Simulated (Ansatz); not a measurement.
Cl3FHOTa···Cl (doublet)

The calculation's input:

```
crystal:
  periodic: [false, false, false]
  atoms:
    - { symbol: Ta, position_ang: [-0.689825, -0.061795, -0.060326] }
    - { symbol: Cl, position_ang: [2.966343, -0.182978, 0.056554] }
    - { symbol: O, position_ang: [0.278594, -0.285162, 1.532945] }
    - { symbol: H, position_ang: [1.260744, -0.332224, 1.626463] }
    - { symbol: Cl, position_ang: [-0.142031, -0.127158, -2.30412] }
    - { symbol: Cl, position_ang: [-1.398486, 2.120717, 0.133174] }
    - { symbol: F, position_ang: [-1.811965, -1.564709, 0.013652] }
    - { symbol: Cl, position_ang: [4.861926, -0.016491, 0.908757] }
magnetization:
  spin_polarized: true
  initial_magnetization: 1
basis:
  gaussian: { orbitals: def2-SVP }
hamiltonian:
  xc: pbe
relax:
  f_tol: 0.03
  max_steps: 50
output:
  orbitals: {}
```

Command:

```sh
ansatz run input.yaml --threads 4 --pin off --max-ram 5120MiB --backend cpu --events-out ev --progress --plain --runs-dir out
```

The fields are those of the run's last geometry, not of the input's.

Core potentials replace the inner electrons of Ta.

These are results of Ansatz, UKS PBE/def2-SVP, not measurements.

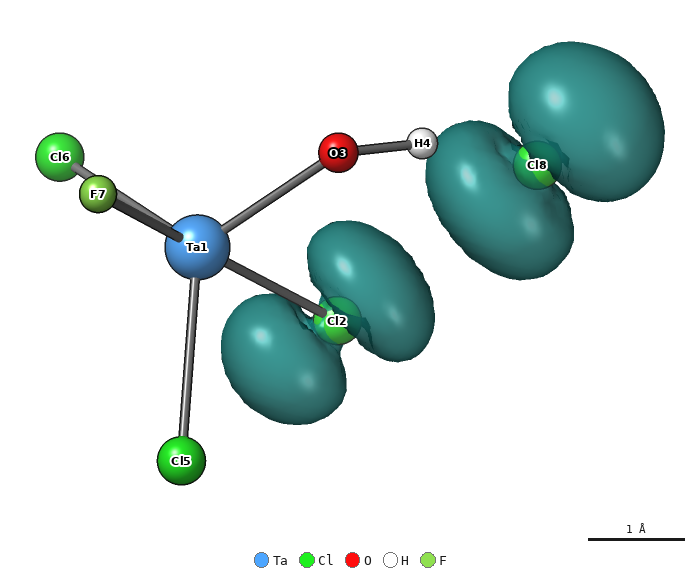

Figure 1. Isosurfaces of the spin density at +0.03 (teal) and −0.03 e/Å³ (pink), seen at an oblique angle.

Where is the unpaired spin?

The unpaired spin (1 electron) lies mostly on Cl8 (about 0.6) and Cl2 (about 0.3), in electrons by Hirshfeld's partition. Only one sign reaches the isovalue.

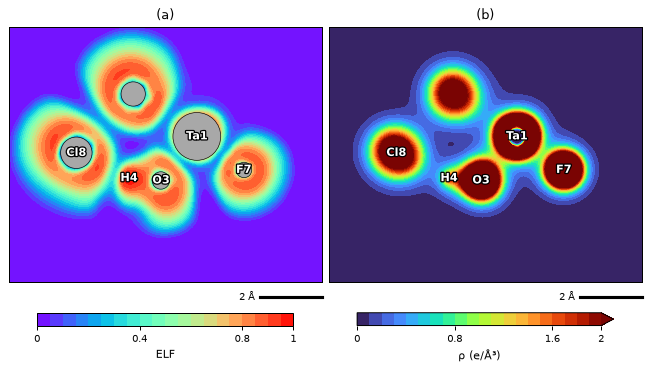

Figure 2. (a) ELF; (b) electron density on the plane of atoms Ta1, O3 and H4. Grey discs cover the atomic cores in the ELF map.

What does the map show?

Atoms in the plane: Ta, O, H, F and Cl. Cl8···H4 (1.89 Å): the density falls to about 0.36 e/Å³ on the way; the ELF climbs to about 0.90 towards the hydrogen, as it does in any bond to H (a closed-shell contact with the geometry of a hydrogen bond). Ta–O (1.84 Å): the density is about 1.2 e/Å³ at the midpoint; the ELF peaks at about 0.85 in the valence shell of O, 0.5 Å from its nucleus, and drops to about 0.30 between the two atoms. Ta–F (1.88 Å): ρ is about 1 e/Å³ halfway; the ELF peaks at about 0.85 in the valence shell of F, 0.5 Å from its nucleus, and drops to about 0.25 between the two atoms. O–H (1.04 Å): the density is about 3.2 e/Å³ at the midpoint; the ELF climbs to about 0.95 towards the hydrogen: a covalent bond by its length.

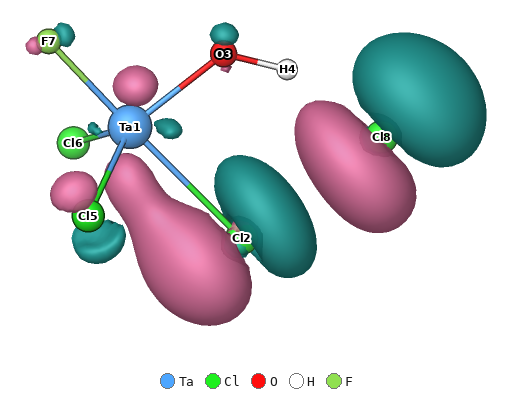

Figure 3. One frontier orbital at ±0.1 Å⁻³ᐟ² (teal and pink are the two phases), seen at a tilt.

Which orbital is it: HOMO (β) or LUMO (β)?

The LUMO (β), at −6.34 eV. Its weight (Hirshfeld) is mainly on Cl8 (about 60 %) and Cl2 (about 30 %).

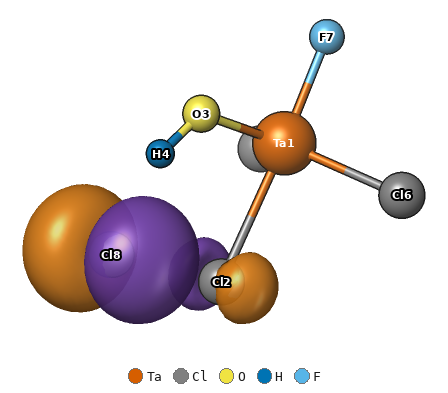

Figure 4. The HOMO (β) at ±0.15 Å⁻³ᐟ² (orange and purple are the two phases), seen at an oblique angle.

Where does this orbital lie, and at what energy?

It lies mainly on Cl8 (about 85 %) and Cl2 (about 10 %); largely a lone pair of Cl8. Its energy is −7.31 eV.
